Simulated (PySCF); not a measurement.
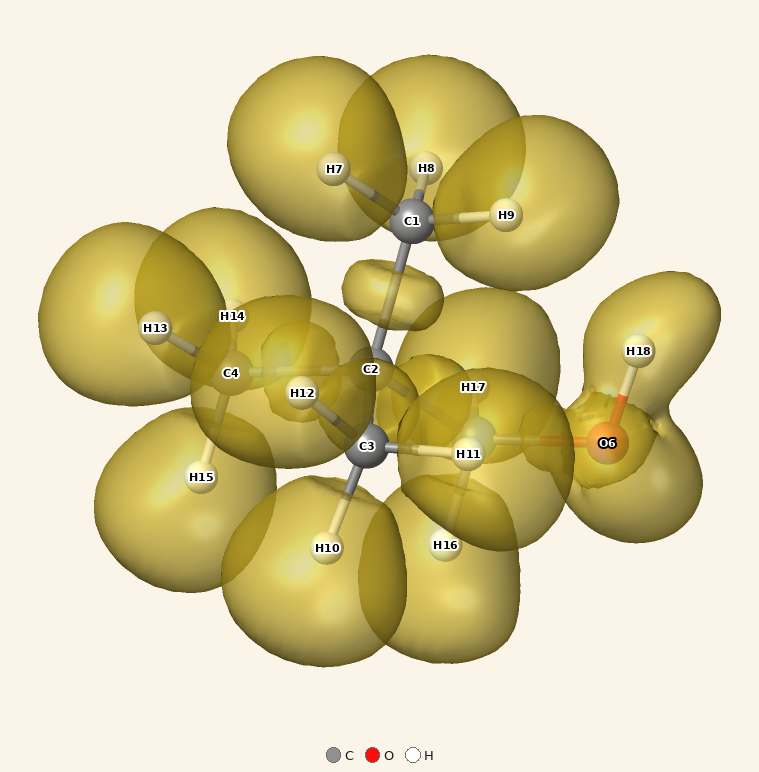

Figure. C₅H₁₂O (neopentyl alcohol). Isosurface of the electron localisation function at 0.75 (yellow), seen across its widest extent. Core shells and regions of very low density are left out.

Geometry: GFN2-xTB.

Computed with PBE0/pcSseg-1, SCF density, gas phase, non-relativistic (PySCF 2.14.0).

```xyz
18

C    -0.4779   -0.9346    1.0677
C     0.1508   -0.0555   -0.0182
C     0.9024    1.1086    0.6295
C     1.1120   -0.9003   -0.8559
C    -0.9484    0.5010   -0.9464
O    -1.8964    1.3100   -0.2955
H     0.3009   -1.4190    1.6519
H    -1.1007   -1.7089    0.6224
H    -1.0848   -0.3425    1.7504
H     1.4432    1.6768   -0.1234
H     0.2017    1.7786    1.1223
H     1.6147    0.7428    1.3655
H     1.9207   -1.2776   -0.2343
H     0.5938   -1.7494   -1.2968
H     1.5438   -0.3084   -1.6594
H    -0.4953    1.1431   -1.7057
H    -1.4481   -0.3357   -1.4586
H    -2.3411    0.7774    0.3729
```

### Describe the localisation domains.

The ELF exceeds this value in four regions between bonded C–C atoms (shared pairs), eleven regions around hydrogen nuclei and one joined region spread over several atoms (H, O), in which their bonds and any lone pairs are merged. Along the contacts the grid gives the following. C–O (1.41 Å): the ELF peaks at about 0.90 between the atoms: a shared but strongly polarised pair. C–C (1.53 Å): the ELF peaks at about 0.95 between the atoms, as expected for a shared electron pair.
